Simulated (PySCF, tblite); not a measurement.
# C₃H₆F₂OS₂: a rotation path, then NMR shifts on frames

How do NMR shifts of C₃H₆F₂OS₂ (`CSSCOC(F)F`) change as the atoms move?

The runs use tblite 0.8.0 and PySCF 2.14.0, with density-fitted response routines of our own; the level of theory stands in each step. All values are computed, except where a source is named. Atoms count from 0, in the outputs and in this text.

### Step 1. The molecule as given

14 atoms, charge 0, multiplicity 1; geometry from: GFN2-xTB.

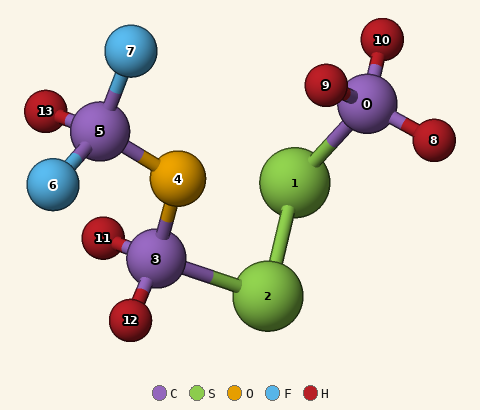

The starting geometry (carbon purple, sulfur green, oxygen amber, fluorine blue, hydrogen red), atoms numbered.

### Step 2. A band between two rotamers with GFN2-xTB

The job: settings as JSON, then the geometry in Å.

```
{"job": {"kind": "neb", "xc": "GFN2-xTB", "basis": "xTB", "atoms": [2, 3, 4, 5], "turn": 120}, "charge": 0, "multiplicity": 1}
C      2.443172     0.498664     0.369812
S      2.000480    -0.110260    -1.290829
S      0.883471    -1.743511    -0.862100
C     -0.786334    -1.032551    -0.745236
O     -0.828343    -0.202930     0.401513
C     -1.919852     0.583883     0.494648
F     -3.034532    -0.136353     0.781899
F     -1.737198     1.430360     1.511624
H      3.044007    -0.249292     0.876256
H      1.536978     0.712650     0.926507
H      3.017903     1.405325     0.215553
H     -0.996393    -0.450899    -1.650180
H     -1.482560    -1.871456    -0.658078
H     -2.141476     1.165897    -0.423424
```

Level: GFN2-xTB climbing-image nudged elastic band, gas phase.

Started as:

```
OMP_NUM_THREADS=1 python probes_run.py task.json out
```

This one command runs all jobs of the session in turn.

Output:

```text
image   E - E0 / eV
  0      -0.0000
  1       0.0027
  2       0.0140
  3       0.0276
  4       0.0224
  5      -0.0219
  6      -0.0722
  7      -0.0890
  8      -0.1258
```

Wall time 21 s (1 thread of Intel Xeon at 2.50GHz, shared host); peak memory 0.19 GiB.

The final band, with the dihedral S2–C3–O4–C5:

| image | dihedral (°) | energy (eV) | energy (kcal/mol) |
| --- | --- | --- | --- |
| 0 | 169 | 0.000 | 0.0 |
| 1 | 182 | 0.003 | 0.1 |
| 2 | 197 | 0.014 | 0.3 |
| 3 | 215 | 0.028 | 0.6 |
| 4 | 236 | 0.022 | 0.5 |
| 5 | 263 | -0.022 | -0.5 |
| 6 | 282 | -0.072 | -1.7 |
| 7 | 295 | -0.089 | -2.1 |
| 8 | 290 | -0.126 | -2.9 |

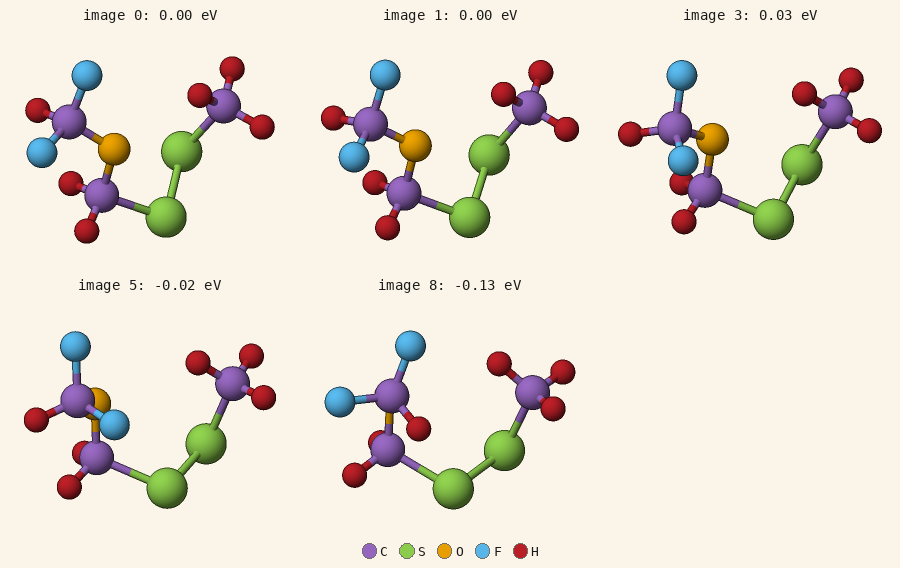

Images along the band.

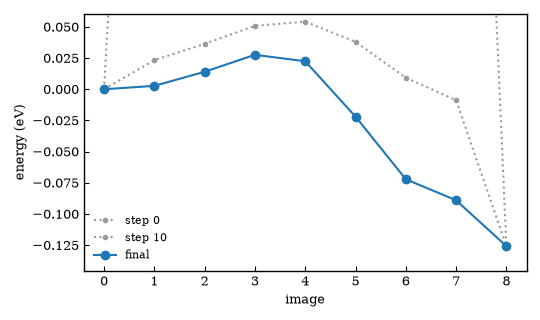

Energy along the band, early and final.

### Step 3. Nuclear shieldings: image 0, PBE0/pcSseg-1

The job: settings as JSON, then the geometry in Å.

```
{"job": {"kind": "nmr", "xc": "PBE0", "basis": "pcSseg-1", "pop": false}, "charge": 0, "multiplicity": 1}
C      2.443200     0.498700     0.369800
S      2.000500    -0.110300    -1.290800
S      0.883500    -1.743500    -0.862100
C     -0.786300    -1.032600    -0.745200
O     -0.828300    -0.202900     0.401500
C     -1.919900     0.583900     0.494600
F     -3.034500    -0.136400     0.781900
F     -1.737200     1.430400     1.511600
H      3.044000    -0.249300     0.876300
H      1.537000     0.712600     0.926500
H      3.017900     1.405300     0.215600
H     -0.996400    -0.450900    -1.650200
H     -1.482600    -1.871500    -0.658100
H     -2.141500     1.165900    -0.423400
```

With the program's defaults for keys left out, this is: GIAO PBE0/pcSseg-1 NMR shielding, non-relativistic, gas phase.

Output:

```text
coarse grid: 13488 points
cycle   1  E = -1188.2676436354  dE =  1.139e+00  |g| = 8.482e-01  |ddm| = 3.389e+00
cycle   2  E = -1188.1635664033  dE =  1.041e-01  |g| = 1.194e+00  |ddm| = 1.037e+00
cycle   3  E = -1188.3898092861  dE = -2.262e-01  |g| = 4.512e-02  |ddm| = 6.037e-01
cycle   4  E = -1188.3901285985  dE = -3.193e-04  |g| = 2.123e-02  |ddm| = 5.377e-02
cycle   5  E = -1188.3902034066  dE = -7.481e-05  |g| = 9.241e-03  |ddm| = 2.172e-02
cycle   6  E = -1188.3902170801  dE = -1.367e-05  |g| = 1.858e-03  |ddm| = 6.392e-03
cycle   7  E = -1188.3902176564  dE = -5.763e-07  |g| = 3.652e-04  |ddm| = 1.522e-03
final grid: 123768 points
cycle   8  E = -1188.4656763990  dE = -3.649e-05  |g| = 1.191e-02  |ddm| = 2.550e-02
cycle   9  E = -1188.4656523839  dE =  2.402e-05  |g| = 1.626e-02  |ddm| = 1.807e-02
cycle  10  E = -1188.4657042887  dE = -5.190e-05  |g| = 7.629e-04  |ddm| = 1.069e-02
cycle  11  E = -1188.4657043901  dE = -1.014e-07  |g| = 2.970e-04  |ddm| = 7.932e-04
cycle  12  E = -1188.4657044049  dE = -1.476e-08  |g| = 9.759e-05  |ddm| = 2.624e-04
cycle  13  E = -1188.4657044067  dE = -1.825e-09  |g| = 1.752e-05  |ddm| = 9.764e-05
cycle  14  E = -1188.4657044068  dE = -5.775e-11  |g| = 4.929e-06  |ddm| = 1.569e-05
converged SCF energy = -1188.4657044068

GIAO shielding tensors (ppm)
atom      isotropic    diamagn.    paramagn.     s11        s22        s33       span
  0 C      156.764     251.477     -94.713    128.385    154.916    186.991     58.606
  1 S      476.162    1055.660    -579.498    310.375    398.003    720.108    409.734
  2 S      409.812    1054.826    -645.013    306.236    343.637    579.563    273.327
  3 C      101.158     245.961    -144.803     71.872    103.732    127.869     55.997
  4 O      211.926     402.397    -190.471    155.236    184.880    295.662    140.426
  5 C       62.411     237.625    -175.213     44.732     64.396     78.106     33.373
  6 F      268.948     469.973    -201.025    199.179    246.970    360.694    161.514
  7 F      273.003     471.323    -198.319    181.197    290.606    347.207    166.010
  8 H       29.085      29.316      -0.231     24.555     27.045     35.655     11.100
  9 H       28.714      31.417      -2.702     21.872     30.100     34.171     12.298
 10 H       29.896      29.268       0.627     25.154     26.077     38.456     13.302
 11 H       27.166      29.590      -2.423     21.507     28.359     31.633     10.126
 12 H       26.749      28.423      -1.674     20.935     27.456     31.854     10.918
 13 H       25.413      27.643      -2.231     22.934     24.301     29.003      6.069
```

Wall time 78 s (1 thread of Intel Xeon at 2.50GHz, shared host); peak memory 0.82 GiB.

Shifts follow as δ = σ(reference) − σ, with reference shieldings (ppm) from runs at the same level and on the same kind of geometry: 1H TMS 31.72, 13C TMS 186.9, 19F CFCl3 170.9, 17O H2O 336.1, 33S CS2 504. The references are single molecules in the gas phase, so shifts against H2O, NH3, PH3, H3PO4 or CFCl3 are not on the usual liquid scales and can be off by tens of ppm. Each atom is listed at this fixed geometry, with no averaging over motion; a spectrum would average atoms that exchange fast.

| atoms | environment | σ (ppm) | δ (ppm) |
| --- | --- | --- | --- |
| C5 | sp3 CH bonded to 2 F and O | 62.4 | 124.5 |
| C3 | sp3 CH2 bonded to O and S | 101.2 | 85.8 |
| C0 | methyl carbon bonded to S | 156.8 | 30.2 |
| H13 | hydrogen on an sp3 CH bonded to 2 F and O | 25.41 | 6.30 |
| H12 | hydrogen on an sp3 CH2 bonded to O and S | 26.75 | 4.97 |
| H11 | hydrogen on an sp3 CH2 bonded to O and S | 27.17 | 4.55 |
| H9 | hydrogen on a methyl carbon bonded to S | 28.71 | 3.00 |
| H8 | hydrogen on a methyl carbon bonded to S | 29.09 | 2.63 |
| H10 | hydrogen on a methyl carbon bonded to S | 29.90 | 1.82 |
| S2 | disulfide sulfur | 410 | 94 |
| S1 | disulfide sulfur | 476 | 28 |
| O4 | ether oxygen | 211.9 | 124.2 |
| F6 | fluorine of a CF2 group | 268.9 | -98.0 |
| F7 | fluorine of a CF2 group | 273.0 | -102.1 |

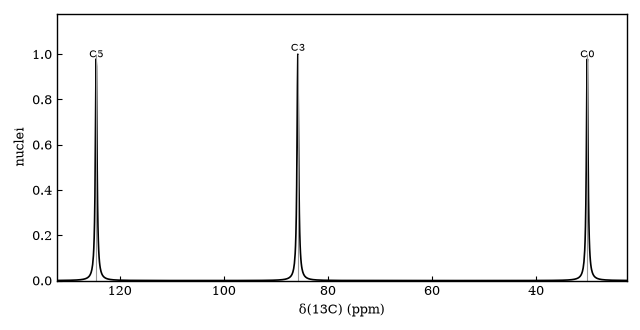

13C lines at the computed shifts, without couplings. Lines are broadened to a width of 0.38 ppm (Lorentzian).

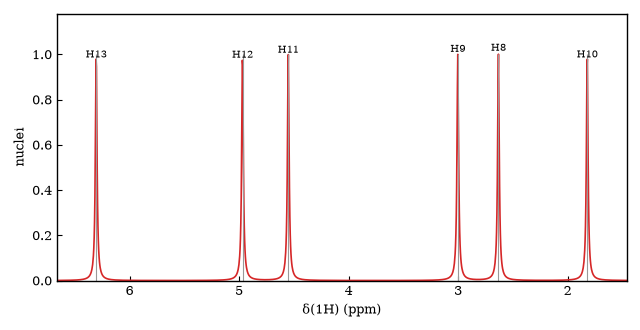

1H lines at the computed shifts, without couplings. Lines are broadened to a width of 0.02 ppm (Lorentzian).

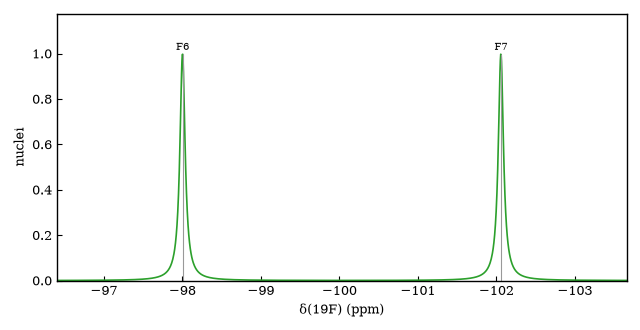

19F lines at the computed shifts, without couplings. Lines are broadened to a width of 0.08 ppm (Lorentzian).

Orbitals, density, ELF and potential are computed afterwards from the orbital file.

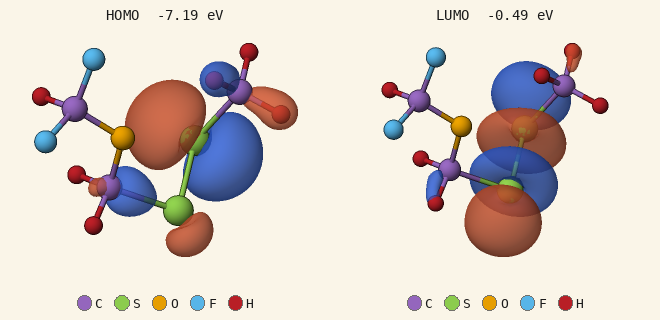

Frontier orbitals at PBE0/pcSseg-1; each surface holds 70 % of the orbital's density, blue and red mark the sign.

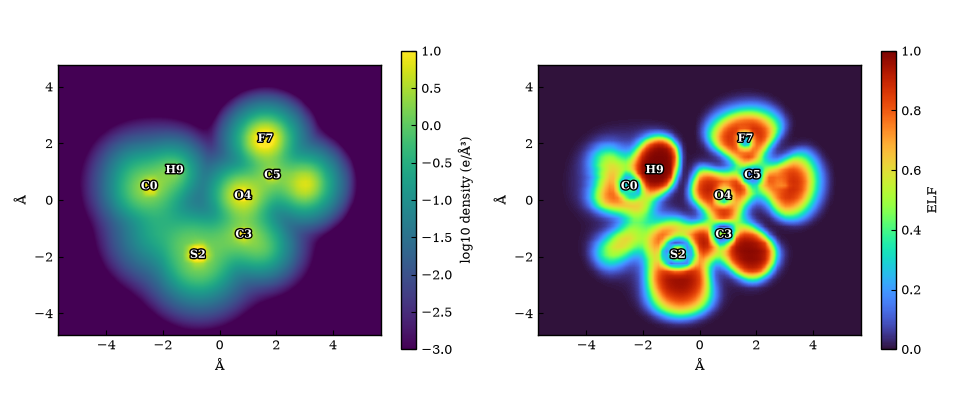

Density (left) and ELF (right) in a plane through or near 7 of the atoms.

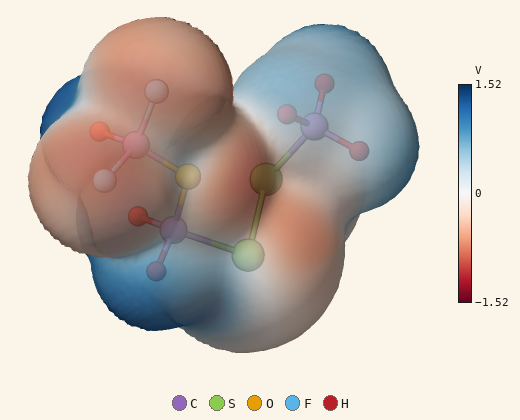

The potential that a unit positive charge feels on the 0.002 e/bohr³ surface, from -0.79 V near O4 to 1.52 V near H13.

### Step 4. Nuclear shieldings: image 1, PBE0/pcSseg-1

The job: settings as JSON, then the geometry in Å.

```
{"job": {"kind": "nmr", "xc": "PBE0", "basis": "pcSseg-1", "pop": false}, "charge": 0, "multiplicity": 1}
C      2.496800     0.469500     0.376100
S      2.082000    -0.184100    -1.274600
S      0.864400    -1.734800    -0.821000
C     -0.771900    -0.943600    -0.788700
O     -0.813100    -0.068700     0.325200
C     -1.993900     0.559100     0.506300
F     -2.942800    -0.289300     0.978700
F     -1.827600     1.502200     1.437600
H      3.020200    -0.294600     0.941200
H      1.584800     0.771400     0.880400
H      3.141800     1.325300     0.209500
H     -0.929400    -0.388900    -1.720900
H     -1.504500    -1.749800    -0.691400
H     -2.407500     1.026000    -0.410500
```

With the program's defaults for keys left out, this is: GIAO PBE0/pcSseg-1 NMR shielding, non-relativistic, gas phase.

Output:

```text
coarse grid: 13488 points
cycle   1  E = -1188.2673328625  dE =  1.139e+00  |g| = 8.498e-01  |ddm| = 3.390e+00
cycle   2  E = -1188.1619798868  dE =  1.054e-01  |g| = 1.198e+00  |ddm| = 1.046e+00
cycle   3  E = -1188.3900788526  dE = -2.281e-01  |g| = 4.538e-02  |ddm| = 6.088e-01
cycle   4  E = -1188.3904012562  dE = -3.224e-04  |g| = 2.155e-02  |ddm| = 5.423e-02
cycle   5  E = -1188.3904796415  dE = -7.839e-05  |g| = 9.348e-03  |ddm| = 2.244e-02
cycle   6  E = -1188.3904939139  dE = -1.427e-05  |g| = 1.821e-03  |ddm| = 6.656e-03
cycle   7  E = -1188.3904944746  dE = -5.607e-07  |g| = 3.716e-04  |ddm| = 1.541e-03
final grid: 123768 points
cycle   8  E = -1188.4651908937  dE = -3.469e-05  |g| = 1.170e-02  |ddm| = 2.497e-02
cycle   9  E = -1188.4651678224  dE =  2.307e-05  |g| = 1.591e-02  |ddm| = 1.800e-02
cycle  10  E = -1188.4652180372  dE = -5.021e-05  |g| = 7.070e-04  |ddm| = 1.064e-02
cycle  11  E = -1188.4652181272  dE = -9.005e-08  |g| = 2.718e-04  |ddm| = 7.704e-04
cycle  12  E = -1188.4652181396  dE = -1.239e-08  |g| = 9.743e-05  |ddm| = 2.455e-04
cycle  13  E = -1188.4652181414  dE = -1.809e-09  |g| = 1.774e-05  |ddm| = 9.372e-05
cycle  14  E = -1188.4652181415  dE = -5.139e-11  |g| = 4.816e-06  |ddm| = 1.488e-05
converged SCF energy = -1188.4652181415

GIAO shielding tensors (ppm)
atom      isotropic    diamagn.    paramagn.     s11        s22        s33       span
  0 C      156.569     251.416     -94.848    128.075    154.784    186.847     58.772
  1 S      477.361    1055.603    -578.242    312.118    400.388    719.577    407.459
  2 S      409.341    1054.802    -645.461    302.885    346.099    579.039    276.153
  3 C      101.762     246.076    -144.314     72.196    104.608    128.482     56.286
  4 O      212.997     402.822    -189.825    153.764    187.995    297.233    143.470
  5 C       63.115     235.873    -172.758     44.350     67.501     77.493     33.143
  6 F      271.885     470.125    -198.240    202.935    247.768    364.951    162.016
  7 F      272.833     471.206    -198.373    181.510    290.084    346.904    165.394
  8 H       29.097      29.369      -0.272     24.694     27.033     35.564     10.871
  9 H       28.680      31.369      -2.689     21.918     29.963     34.160     12.242
 10 H       29.885      29.124       0.762     25.069     26.121     38.466     13.396
 11 H       27.054      29.529      -2.475     21.509     27.848     31.804     10.295
 12 H       26.853      28.665      -1.811     21.066     27.923     31.571     10.505
 13 H       25.460      26.996      -1.536     23.054     23.982     29.343      6.289
```

Wall time 61 s (1 thread of Intel Xeon at 2.50GHz, shared host); peak memory 0.88 GiB.

This run: δ C5 123.8, C3 85.2, C0 30.4, S2 94, H13 6.26, H12 4.86 ppm.

[end of part 1 of 2]
